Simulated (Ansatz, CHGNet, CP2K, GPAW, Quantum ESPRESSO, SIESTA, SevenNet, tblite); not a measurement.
## SIESTA on random packing of 26Ag2S-74GeS2 (mol %) (81 atoms): settings against a plane-wave reference

Wanted: SIESTA inputs and outputs for random packing of 26Ag2S-74GeS2 (mol %) (81 atoms), checked against a plane-wave reference.

Program: SIESTA 5.4.2. Level of theory: the method is named at each step. Results are calculated unless marked as measured.

## 1. Starting point

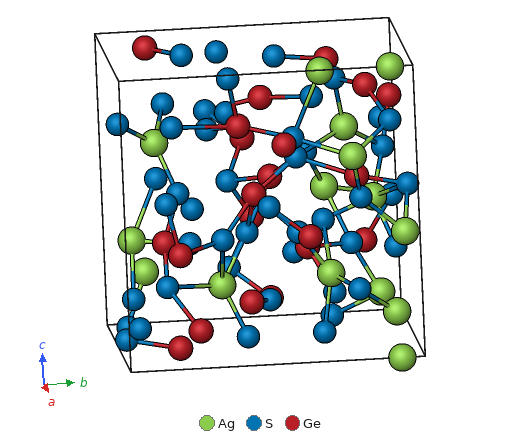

Start, viewed slightly off an axis; silver green, sulfur blue, germanium red. Bonds to atoms that aren't drawn are left out. Some periodic images of atoms are drawn too.

The cell holds 81 atoms: 14 Ag, 47 S and 20 Ge. Cell: a = 12.404 Å, b = 12.404 Å, c = 12.404 Å, α = 90.0°, β = 90.0°, γ = 90.0°. 81 atoms (14 Ag, 47 S, 20 Ge) packed at random in a cube at 3.89 g/cm³ and pushed apart as soft spheres, cations and anions kept from their own kind; a start for melting by ab initio MD, not an equilibrated structure. Then every atom was moved at random, 0.03 Å r.m.s. a Cartesian component.

The yardstick, on the same geometry:

| Item | Value |
| --- | --- |
| method | Kohn-Sham DFT, PBE, SSSP efficiency 1.3.0 pseudopotentials, plane waves (Quantum ESPRESSO 7.5); sssp-pbe-1.3.0-efficiency, cutoffs 45/360 Ry, Γ point |
| r.m.s. force component | 0.7385 eV/Å |
| longest force | 3.123 eV/Å |
| pressure | -0.921 GPa |
| time | 19 min on 4 MPI ranks of Arm Neoverse V1, shared host |
| CPU time | 75 min |

## 2. PBE, DZP, shift 0.01 Ry, mesh 300 Ry

Method: Kohn-Sham DFT, PBE, PseudoDojo 0.4.1 norm-conserving pseudopotentials (converted to PSML), numerical atomic orbitals (DZP), diagonalisation.

The .psml files are PseudoDojo norm-conserving potentials that we converted to this format, checked against plane waves on the same files for H, C, O, Si, Ge and Ca alone.

The input, input.fdf:

```
SystemLabel cell
NumberOfAtoms 81
NumberOfSpecies 3
%block ChemicalSpeciesLabel
  1 47 Ag
  2 16 S
  3 32 Ge
%endblock ChemicalSpeciesLabel
LatticeConstant 1.0 Ang
%block LatticeVectors
  12.40390 0.00000 0.00000
  0.00000 12.40390 0.00000
  0.00000 0.00000 12.40390
%endblock LatticeVectors
PAO.BasisSize DZP
PAO.EnergyShift 0.01 Ry
XC.Functional GGA
XC.Authors PBE
MeshCutoff 300 Ry
%block kgrid_Monkhorst_Pack
  1 0 0 0.0
  0 1 0 0.0
  0 0 1 0.0
%endblock kgrid_Monkhorst_Pack
SolutionMethod diagon
OccupationFunction FD
ElectronicTemperature 580 K
SCF.Mixer.Method Pulay
SCF.Mixer.Weight 0.15
SCF.Mixer.History 8
SCF.Mix Hamiltonian
MaxSCFIterations 300
SCF.DM.Tolerance 1e-04
SCF.H.Tolerance 1.0e-3 eV
WriteForces T
Write.HirshfeldPop T
Write.VoronoiPop T
Write.DM F
Write.H F
XML.Write F
AtomicCoordinatesFormat Fractional
%block AtomicCoordinatesAndAtomicSpecies
  0.56955 0.35351 0.20987 1
  0.23207 0.91687 0.10147 1
  0.73739 0.93053 0.11540 1
  0.66758 0.71750 0.24727 1
  0.91867 0.78898 0.68631 1
  0.98339 0.92347 0.99713 1
  0.40336 0.89021 0.45828 1
  0.86555 0.69314 0.97578 1
  0.42560 0.79971 0.70706 1
  0.43709 0.15292 0.68766 1
  0.06548 0.13027 0.18578 1
  0.75864 0.96768 0.39205 1
  0.27899 0.07476 0.33068 1
  0.13722 0.74536 0.45768 1
  0.90012 0.04459 0.13050 2
  0.05233 0.64015 0.22460 2
  0.85910 0.18218 0.80721 2
  0.02623 0.95244 0.66543 2
  0.30140 0.40550 0.52127 2
  0.82320 0.49601 0.19337 2
  0.59880 0.43300 0.03321 2
  0.15178 0.75362 0.01623 2
  0.58170 0.02103 0.04171 2
  0.02129 0.35998 0.71878 2
  0.34159 0.26725 0.31946 2
  0.80825 0.81906 0.52626 2
  0.56165 0.02194 0.77907 2
  0.74426 0.34900 0.39268 2
  0.13081 0.06083 0.00938 2
  0.40291 0.40276 0.77219 2
  0.80040 0.92850 0.78401 2
  0.49528 0.22130 0.51891 2
  0.82622 0.59495 0.74442 2
  0.88669 0.15168 0.54929 2
  0.46685 0.71283 0.39884 2
  0.19428 0.17144 0.52456 2
  0.91514 0.49788 0.52601 2
  0.42842 0.25824 0.98154 2
  0.84760 0.79889 0.21758 2
  0.31027 0.67410 0.60990 2
  0.11397 0.71676 0.76378 2
  0.22196 0.20302 0.78380 2
  0.01024 0.30413 0.38211 2
  0.49862 0.76684 0.88742 2
  0.62118 0.99323 0.53225 2
  0.69231 0.15863 0.23272 2
  0.51087 0.95275 0.30204 2
  0.64737 0.31650 0.75846 2
  0.68232 0.68617 0.04900 2
  0.42910 0.74508 0.14181 2
  0.58646 0.62061 0.63843 2
  0.72262 0.60811 0.40248 2
  0.14731 0.39826 0.93959 2
  0.88926 0.37828 0.96887 2
  0.51111 0.44970 0.37691 2
  0.27911 0.93932 0.60762 2
[... 21 atom lines left out ...]
  0.59713 0.20138 0.00621 3
  0.31807 0.66788 0.28330 3
  0.99903 0.55181 0.75053 3
  0.64804 0.46822 0.52835 3
%endblock AtomicCoordinatesAndAtomicSpecies
```

Started as:

```sh
$ OMP_NUM_THREADS=1 mpirun -np 2 siesta < input.fdf > output.txt
```

The log of the run:

```text
Version         : 5.4.2
reinit: System Name:
reinit: System Label: cell
initatom: Reading input for the pseudopotentials and atomic orbitals ----------
Species number:   1 Atomic number:   47 Label: Ag
Species number:   2 Atomic number:   16 Label: S
Species number:   3 Atomic number:   32 Label: Ge
Ground state valence configuration (from tables):   5s01  5p00  4d10  4f00
Ground state valence configuration (from tables):   3s02  3p04  3d00  4f00
Ground state valence configuration (from tables):   4s02  4p02  4d00  4f00
---- Processing specs for species: Ag
GGA--PBE XC_GGA_X_PBE--XC_GGA_C_PBE pb
Semicore shell(s) with  8 electrons included in the valence for Ag
---- Processing specs for species: S
GGA--PBE XC_GGA_X_PBE--XC_GGA_C_PBE pb
---- Processing specs for species: Ge
GGA--PBE XC_GGA_X_PBE--XC_GGA_C_PBE pb
Semicore shell(s) with 10 electrons included in the valence for Ge
Semicore shell(s): 4s 4p
Fallback to non-perturbative polarization scheme for Ag
Please see the manual if this is not desired in principle
Semicore shell(s): 3d
Fallback to non-perturbative polarization scheme for Ge
Please see the manual if this is not desired in principle
Ag pseudopotential only contains V_ls up to l=2 -- lmxkb reset.
S pseudopotential only contains V_ls up to l=2 -- lmxkb reset.
Ge pseudopotential only contains V_ls up to l=2 -- lmxkb reset.
Using PAO.SplitTailNorm
%block ChemicalSpeciesLabel
    1   47 Ag                      # Species index, atomic number, species label
    2   16 S                       # Species index, atomic number, species label
    3   32 Ge                      # Species index, atomic number, species label
%endblock ChemicalSpeciesLabel
%block PAO.Basis                 # Define Basis set
Ag                    5                    # Species label, number of l-shells
 n=4   0   1                         # n, l, Nzeta
   2.481
   1.000
 n=5   0   2                         # n, l, Nzeta
   6.899      5.057
   1.000      1.000
 n=4   1   1                         # n, l, Nzeta
   2.799
[...]
4.369      2.859
[...]
S                     2                    # Species label, number of l-shells
[...]
n=3   1   2 P   1                   # n, l, Nzeta, Polarization, NzetaPol
[...]
Ge                    4                    # Species label, number of l-shells
[...]
6.996      5.083
   1.000      1.000
 n=3   2   1                         # n, l, Nzeta
[...]
n=4   2   1                         # n, l, Nzeta
   6.996
   1.000
%endblock PAO.Basis
coor:   Atomic-coordinates input format  =     Fractional
siesta: System type = bulk
initatomlists: Number of atoms, orbitals, and projectors:     81  1237  1458
siesta: ******************** Simulation parameters ****************************
Total number of electrons:   828.000000
Total ionic charge:   828.000000
 Kpoints in:            1 . Kpoints trimmed:            1
siesta: k-grid: Number of k-points = 1
siesta: k-points from Monkhorst-Pack grid
siesta: k-cutoff (effective) =     6.202 Ang
siesta: k-point supercell and displacements
siesta: k-grid:     1     0     0      0.000
siesta: k-grid:     0     1     0      0.000
siesta: k-grid:     0     0     1      0.000
                     ====================================
                        Single-point calculation
                     ====================================
outcell: Unit cell vectors (Ang):
       12.403900    0.000000    0.000000
        0.000000   12.403900    0.000000
        0.000000    0.000000   12.403900
outcell: Cell vector modules (Ang)   :   12.403900   12.403900   12.403900
outcell: Cell angles (23,13,12) (deg):     90.0000     90.0000     90.0000
outcell: Cell volume (Ang**3)        :   1908.4236
Gamma-point calculation with multiply-connected orbital pairs
Gamma-point calculation with multiply-connected orbital pairs
Folding of H and S implicitly performed
Folding of H and S implicitly performed
new_DM -- step:     1
Initializing Density Matrix...
Attempting to read DM from file... Failed...
DM filled with atomic data:
InitMesh: MESH = 144 x 144 x 144 = 2985984
InitMesh: Mesh cutoff (required, used) =   300.000   372.486 Ry
stepf: Fermi-Dirac step function
        iscf     Eharris(eV)        E_KS(eV)     FreeEng(eV)     dDmax    Ef(eV) dHmax(eV)
   scf:    1  -117359.318838  -120254.662267  -120255.467147  1.065062 -2.727473 85.289307
   scf:    2  -115091.499302  -119985.358339  -119985.745398  2.169685 -3.254815 79.540189
   scf:    3  -121096.660253  -121560.375568  -121560.775124  2.415301 -3.880595 24.259781
[...]
scf:   33  -121685.470071  -121685.470068  -121686.047780  0.000140 -4.296011  0.001427
   scf:   34  -121685.470082  -121685.470075  -121686.047780  0.000038 -4.296010  0.000692
SCF Convergence by DM+H criterion
max |DM_out - DM_in|         :     0.0000384583
max |H_out - H_in|      (eV) :     0.0006917819
SCF cycle converged after 34 iterations
Using DM_out to compute the final energy and forces
siesta: E_KS(eV) =          -121685.4701
siesta: E_KS - E_eggbox =   -121685.4701
siesta: Atomic forces (eV/Ang):
     1    0.177417    0.200312    0.109813
     2    0.104603   -0.302408   -0.178663
     3   -0.296867   -0.266008   -0.096024
[...]
80    2.006478    0.634692   -0.082646
    81    0.504042   -0.776289   -0.625381
----------------------------------------
   Tot   -0.002097   -0.010910   -0.008738
----------------------------------------
   Max    3.862956
   Res    0.883488    sqrt( Sum f_i^2 / 3N )
----------------------------------------
   Max    3.862956    constrained
Stress tensor Voigt[x,y,z,yz,xz,xy] (kbar):       -6.60       15.71       13.66        3.87       13.72       -6.65
(Free)E + p*V (eV/cell)  -121695.0882
Target enthalpy (eV/cell)  -121686.0478
siesta: Program's energy decomposition (eV):
siesta: Ebs     =    -18314.016535
siesta: Eions   =    151430.196681
siesta: Ena     =     16487.305931
siesta: Ekin    =     61709.631781
siesta: Enl     =    -24552.944372
siesta: DEna    =       759.065997
siesta: DUscf   =        29.565198
siesta: Ex      =    -23224.975136
siesta: Ec      =     -1462.922793
siesta: Exc     =    -24687.897929
siesta: Eharris =   -121685.470082
siesta: Etot    =   -121685.470075
siesta: FreeEng =   -121686.047780
siesta: Final energy (eV):
siesta:  Band Struct. =  -18314.016535
siesta:       Kinetic =   61709.631781
siesta:       Hartree =   46718.759592
siesta:         Exch. =  -23224.975136
siesta:         Corr. =   -1462.922793
siesta:   Exch.-corr. =  -24687.897929
siesta:  Ion-electron = -154368.987200
siesta:       Ion-ion =  -51056.976319
siesta:         Total = -121685.470075
siesta:         Fermi =      -4.296010
siesta: Stress tensor (static) (eV/Ang**3):
siesta:    -0.004120   -0.004153    0.008566
siesta:    -0.004153    0.009804    0.002415
siesta:     0.008566    0.002415    0.008528
siesta: Cell volume =       1908.423558 Ang**3
siesta: Pressure (static):
siesta:                Solid            Molecule  Units
siesta:          -0.00005159         -0.00004230  Ry/Bohr**3
siesta:          -0.00473713         -0.00388393  eV/Ang**3
siesta:          -7.58971236         -6.22273485  kBar
    Orbital volume contribution        =          44.631069 eV
    (Free)E + p_basis*V_orbitals       =     -121641.416711 eV
    (Free)Eharris+ p_basis*V_orbitals  =     -121641.416718 eV
Hirshfeld Atomic Populations:
Atom #   charge [q] valence [e]  Species
     1     0.294290   18.705710  Ag
     2     0.348333   18.651667  Ag
     3     0.284408   18.715592  Ag
[...]
15    -0.254387    6.254387  S
    16    -0.199193    6.199193  S
    17    -0.084441    6.084441  S
[...]
62     0.177005   13.822995  Ge
    63     0.132879   13.867121  Ge
    64     0.084522   13.915478  Ge
[...]
--------------------
 Total    -0.000022
Voronoi Atomic Populations:
Atom #   charge [q] valence [e]  Species
[...]
13     0.322402   18.677598  Ag
    14     0.331952   18.668048  Ag
[...]
60    -0.063714    6.063714  S
    61    -0.226065    6.226065  S
[...]
80     0.235266   13.764734  Ge
    81     0.260255   13.739745  Ge
--------------------
 Total    -0.000022
```

It took 4.4 min on 2 MPI ranks of Arm Neoverse V1, shared host; peak memory 1.7 GiB.

Banners, paths, timers and routine set-up lines are dropped from the logs unmarked, and long logs keep their key lines alone; longer cuts are marked.

Against the reference:

| Item | Value |
| --- | --- |
| r.m.s. force component | 0.8835 eV/Å |
| r.m.s. difference of force components | 265.1 meV/Å |
| longest difference of force vectors | 1013 meV/Å |
| force difference over r.m.s. force | 35.89 % |
| slope of forces against the reference's | 1.151 |
| correlation of force components | 0.9623 |
| pressure | -0.759 GPa |
| pressure difference | 0.162 GPa |

This run lies far from the reference in forces at the same functional.

Length of the force difference by element (eV/Å):

```csv
element,atoms,mean,most
Ag,14,0.12,0.27
Ge,20,0.48,0.85
S,47,0.43,1.0
```

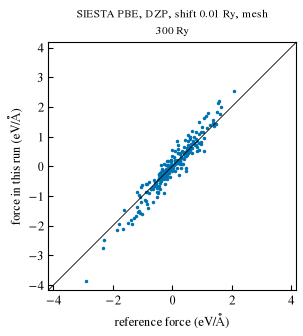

Force components against those of the reference; the line marks equality.

Local excerpt of 9 atoms (numbers count through the whole input) about S19, whose charge lies farthest from its element's mean; x, y, z are measured from there.

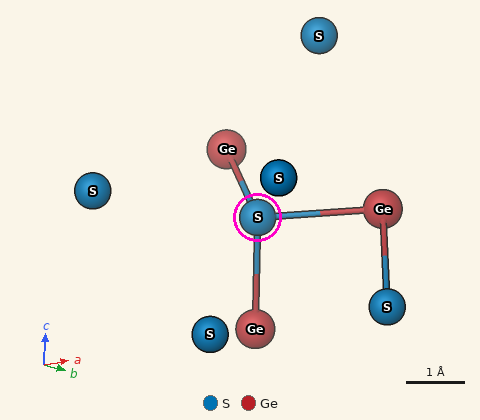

The atoms of the table, within 3.4 Å (arrows a, b, c point along x, y, z); some may hide others; the central atom is ringed.

```csv
atom,x,y,z,distance (Å),bonds,Hirshfeld charge (e),Fx,Fy,Fz (eV/Å)
S19,0.00,0.00,0.00,0.00,3,-0.01,0.21,-3.86,1.31
Ge72,-0.83,1.03,-1.70,2.15,2,0.12,-1.91,1.16,-2.76
Ge76,1.42,1.69,0.33,2.23,3,0.17,2.55,1.46,0.61
Ge67,-1.48,0.81,1.56,2.30,2,0.17,0.29,0.49,1.56
S25,0.50,-1.71,-2.50,3.07,1,-0.21,0.52,-0.14,0.00
S36,-1.33,-2.90,0.04,3.19,1,-0.15,0.41,-0.35,-0.14
S55,2.60,0.55,-1.79,3.21,2,-0.18,-0.21,0.54,0.50
S32,2.40,-2.28,-0.03,3.32,2,-0.15,-0.07,0.46,-0.60
S30,1.26,-0.03,3.11,3.36,0,-0.15,0.02,-0.43,-0.86
```

Forces lie 36 % from the reference's, at 0.12 times its CPU time (on 2 against 4 cores).

## 3. PBE, SZP, shift 0.01 Ry, mesh 300 Ry

Method: Kohn-Sham DFT, PBE, PseudoDojo 0.4.1 norm-conserving pseudopotentials (converted to PSML), numerical atomic orbitals (SZP), diagonalisation.

Edit input.fdf of step 2 so:

```diff
@@ -14,3 +14,3 @@
 %endblock LatticeVectors
-PAO.BasisSize DZP
+PAO.BasisSize SZP
 PAO.EnergyShift 0.01 Ry
```

Started as:

```sh
$ OMP_NUM_THREADS=1 siesta < input.fdf > output.txt
```

The log of the run:

```text
Version         : 5.4.2
reinit: System Name:
reinit: System Label: cell
initatom: Reading input for the pseudopotentials and atomic orbitals ----------
Species number:   1 Atomic number:   47 Label: Ag
Species number:   2 Atomic number:   16 Label: S
Species number:   3 Atomic number:   32 Label: Ge
Ground state valence configuration (from tables):   5s01  5p00  4d10  4f00
Ground state valence configuration (from tables):   3s02  3p04  3d00  4f00
Ground state valence configuration (from tables):   4s02  4p02  4d00  4f00
---- Processing specs for species: Ag
[... lines left out ...]
        iscf     Eharris(eV)        E_KS(eV)     FreeEng(eV)     dDmax    Ef(eV) dHmax(eV)
[... lines left out ...]
SCF Convergence by DM+H criterion
[... lines left out ...]
SCF cycle converged after 35 iterations
[... lines left out ...]
   Max    4.729956
[... lines left out ...]
   Max    4.729956    constrained
Stress tensor Voigt[x,y,z,yz,xz,xy] (kbar):      -20.71        7.69        7.27        6.48       16.52       -8.91
[... lines left out ...]
siesta: FreeEng =   -121668.331444
[... lines left out ...]
siesta:         Fermi =      -4.304261
[... lines left out ...]
siesta:     0.010313    0.004046    0.004536
siesta: Cell volume =       1908.423558 Ang**3
siesta: Pressure (static):
siesta:                Solid            Molecule  Units
siesta:           0.00001305          0.00001951  Ry/Bohr**3
siesta:           0.00119782          0.00179092  eV/Ang**3
siesta:           1.91912352          2.86937086  kBar
    Orbital volume contribution        =          36.975128 eV
    (Free)E + p_basis*V_orbitals       =     -121631.356316 eV
    (Free)Eharris+ p_basis*V_orbitals  =     -121631.356314 eV
Hirshfeld Atomic Populations:
Atom #   charge [q] valence [e]  Species
     1     0.294086   18.705914  Ag
     2     0.335365   18.664635  Ag
     3     0.280336   18.719664  Ag
[...]
15    -0.265454    6.265454  S
    16    -0.203868    6.203868  S
    17    -0.066623    6.066623  S
[...]
62     0.194860   13.805140  Ge
    63     0.157189   13.842811  Ge
    64     0.108844   13.891156  Ge
[...]
--------------------
 Total    -0.000016
Voronoi Atomic Populations:
Atom #   charge [q] valence [e]  Species
[...]
13     0.326510   18.673490  Ag
    14     0.338441   18.661559  Ag
[...]
60    -0.098572    6.098572  S
    61    -0.241685    6.241685  S
[...]
80     0.263906   13.736094  Ge
    81     0.295717   13.704283  Ge
--------------------
 Total    -0.000016
```

Elapsed: 6.6 min, on 1 thread; peak memory 1.3 GiB.

Numbers from this run, and their distance from the reference:

```
r.m.s. force component                  : 1.095 eV/Å
r.m.s. difference of force components   : 549.1 meV/Å
longest difference of force vectors     : 1936 meV/Å
force difference over r.m.s. force      : 74.36 %
slope of forces against the reference's : 1.324
correlation of force components         : 0.8924
pressure                                : 0.1919 GPa
pressure difference                     : 1.113 GPa
```

This is a coarse setting, run to see what it loses.

Against the first run (36 %), the force difference from the reference is 74 %, at 0.75 times the CPU time (on 1 against 2 cores), with 885 basis functions against 1237: the smaller basis costs accuracy.

## 4. All runs compared

Differences are against the plane-wave reference, forces as r.m.s. over components; share is that over the reference's r.m.s. force, slope the least-squares factor from reference forces to these. Total energies of different programs have different zeros and aren't compared.

```csv
run,"Δ force, r.m.s. (meV/Å)",share (%),slope,Δ pressure (GPa),cores,CPU time,memory (GiB)
reference,-,-,-,-,4,75 min,5.2
"SIESTA PBE, DZP, shift 0.01 Ry, mesh 300 Ry",265,35.9,1.151,0.162,2,8.8 min,1.7
"SIESTA PBE, SZP, shift 0.01 Ry, mesh 300 Ry (coarse)",549,74.4,1.324,1.11,1,6.6 min,1.3
```

Rows marked coarse were listed beforehand as settings not expected to be converged; some can still land near the reference.

CPU time is summed over cores on a shared host, where runs went side by side, so it is rough. Symmetry, cutoffs, thresholds, outputs and thread counts weren't matched or tuned between programs; memory under MPI is the largest rank's times the ranks.

Further runs of this program without a result: SIESTA PBE, SZ, shift 0.01 Ry, mesh 300 Ry (cut off at its time limit); SIESTA PBE, SZ, shift 0.02 Ry, mesh 300 Ry (cut off at its time limit).

## 5. What came out

| Property | Result |
| --- | --- |
| nearest in forces | SIESTA PBE, DZP, shift 0.01 Ry, mesh 300 Ry, 36 % |
| its CPU time | 8.8 min |

In words: The PBE run in local orbitals, coarse settings apart, differs by 36 % (SIESTA PBE, DZP, shift 0.01 Ry, mesh 300 Ry); basis, grid and potentials can all enter. Runs with settings chosen to be coarse differ by 74 % (SIESTA PBE, SZP, shift 0.01 Ry, mesh 300 Ry), their programs' other errors included. Of the electronic-structure runs that take under half the reference's CPU time, SIESTA PBE, DZP, shift 0.01 Ry, mesh 300 Ry comes nearest, at 36 % in 8.8 min against 75 min. SIESTA PBE, DZP, shift 0.01 Ry, mesh 300 Ry stiffens the forces by a factor of 1.15 while following their directions (correlation 0.962). The reference's pressure holds the uncorrected Pulay stress of its 45 Ry basis, so small pressure differences, and their order, may be the reference's own error. The electronic-structure runs sample only Γ, in a cell whose shortest periodic width is 12 Å, which is coarse for a cell with partly filled levels.

[Also dropped from logs without a mark: logging warnings of Python, and SIESTA's first energy breakdown and zero terms.]

[Logs are printed without paths, hosts, clocks, repeated set-up lines and the standing remarks that a program may print on its own settings, such as how far it seeks lower states.]

[Hosts, paths, dates, database ids (printed as entryN), source tags and the programs' standing remarks are cut or masked in the printed files.]
